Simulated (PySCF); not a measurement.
Input

```
{"job": {"kind": "uv", "xc": "CAM-B3LYP", "basis": "def2-SVPD", "nstates": 8, "ntriplets": 3}, "charge": 0, "multiplicity": 1}
C     -2.337955     0.198347     1.039242
C     -1.785386     0.226999    -0.386150
C     -0.293847     0.033166    -0.384383
C      0.277530    -1.004603    -1.036755
B      1.778706    -1.325113    -0.879429
C      2.677236    -0.296608    -0.137581
C      2.123799     0.747100     0.511482
B      0.642508     1.108860     0.247190
H     -1.864301     0.968941     1.643894
H     -2.140384    -0.767346     1.500634
H     -3.412702     0.367150     1.037219
H     -2.012228     1.199256    -0.833340
H     -2.277936    -0.544371    -0.984604
H     -0.376117    -1.680121    -1.585485
H      2.196217    -2.383440    -1.167175
H      3.748786    -0.456469    -0.047465
H      2.764308     1.392919     1.107272
H      0.283004     2.221652     0.343780
```

Command:

```sh
OMP_NUM_THREADS=1 python probes_run.py task.json out
```

Geometry: GFN2-xTB.

Computed with CAM-B3LYP/def2-SVPD, SCF density, gas phase in PySCF.

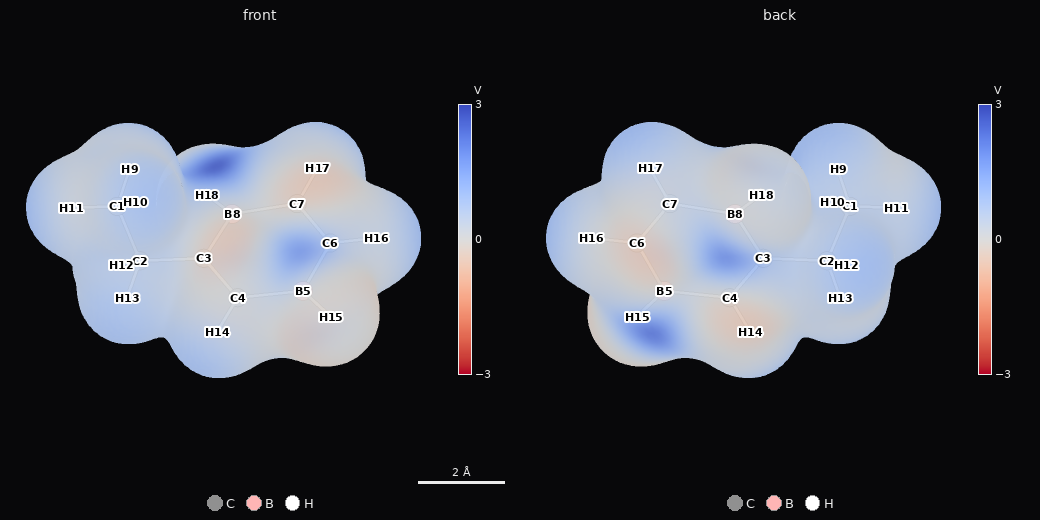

C6H10B2 (SMILES CCC1=CBC=CB1). The molecular electrostatic potential painted on the density surface at 0.004 e/bohr³, seen from the front and from behind; the colour scale runs from red (negative) to blue (positive).

Question: Which sites attract a positive test charge, and which a negative one?

Answer: A positive charge is drawn to the negative regions and a negative charge to the positive ones. The most negative region (about −0.4 V, or −9 kcal/mol for a unit charge) lies over the π face of C3, C4, C6 and C7, the most positive (about +2.2 V, or +51 kcal/mol for a unit charge) over B5 and B8.
